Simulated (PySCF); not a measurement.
# C4H3ClNP: electronic excitations and core binding energies

Wanted: the electronic excitations and core binding energies of C4H3ClNP (`Clc1ccpcn1`), by calculation.

Computed with PySCF 2.14.0, with density-fitted response routines of our own, on a single molecule in the gas phase. Atoms are numbered from 0 throughout.

## (1) The molecule as given

10 atoms, charge 0, multiplicity 1; geometry from: GFN2-xTB.

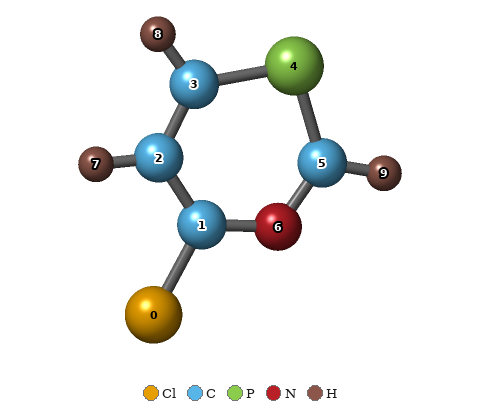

The starting geometry (chlorine amber, carbon blue, phosphorus green, nitrogen red, hydrogen brown), atoms numbered; sticks join atoms by distance.

## (2) Ultraviolet spectrum: PBE0/def2-SVPD

Job settings and geometry (Å):

```
{"job": {"kind": "uv", "xc": "PBE0", "basis": "def2-SVPD", "nstates": 8, "ntriplets": 3}, "charge": 0, "multiplicity": 1}
Cl    -0.861686     2.718818     0.052642
C     -0.235362     1.115477     0.172051
C     -1.130328     0.054586     0.280173
C     -0.684697    -1.244248     0.377836
P      0.991773    -1.720422     0.383121
C      1.691667    -0.127482     0.235738
N      1.073934     1.024897     0.151201
H     -2.188869     0.268960     0.286713
H     -1.422066    -2.033916     0.458503
H      2.774516    -0.052016     0.208258
```

Level: TDDFT PBE0/def2-SVPD, vertical, gas phase, core orbitals frozen in the response.

Command:

```console
$ OMP_NUM_THREADS=1 python probes_run.py task.json out
```

The driver reads the jobs from task.json and runs them one after another.

**Question.** This job is followed by: delta-SCF UKS SCAN, pcX-2 on the ionised atom, pcseg-1 elsewhere, spin-free X2C. Predict these results of the whole session: lowest singlet (PBE0/def2-SVPD); brightest single state of those computed; lowest triplet; C1s binding energies, SCAN/pcX-2 (standing for 3 of 4 atoms); Cl1s binding energies, SCAN/pcX-2; Cl2p binding energies, SCAN/pcX-2; P1s binding energies, SCAN/pcX-2; P2p binding energies, SCAN/pcX-2; N1s binding energies, SCAN/pcX-2.

The runs gave:

| quantity | value |
| --- | --- |
| lowest singlet (PBE0/def2-SVPD) | 3.96 eV (313 nm), f = 0.005 |
| brightest single state of those computed | state 4, 4.98 eV, f = 0.210 |
| lowest triplet | 3.08 eV |
| C1s binding energies, SCAN/pcX-2 (standing for 3 of 4 atoms) | C5 291.50, C2 291.19, C3 291.04 eV |
| Cl1s binding energies, SCAN/pcX-2 | Cl0 2828.88 eV |
| Cl2p binding energies, SCAN/pcX-2 | Cl0 206.83 eV |
| P1s binding energies, SCAN/pcX-2 | P4 2149.86 eV |
| P2p binding energies, SCAN/pcX-2 | P4 136.65 eV |
| N1s binding energies, SCAN/pcX-2 | N6 405.16 eV |

The lowest singlet, at 3.96 eV, is HOMO−1→LUMO 0.99 and is weak; of the 8 states computed, the strongest absorption comes from state 4 at 4.98 eV (the last state computed is bright too, and its partners may lie past the list). The lowest triplet lies 0.88 eV below the lowest singlet (triplets in Tamm-Dancoff, singlets in full TDDFT). C5 (aromatic CH next to a ring nitrogen) binds its C1s electron 0.46 eV more tightly than C3 (aromatic CH). Only 3 of the 4 C atoms are covered by sound results.
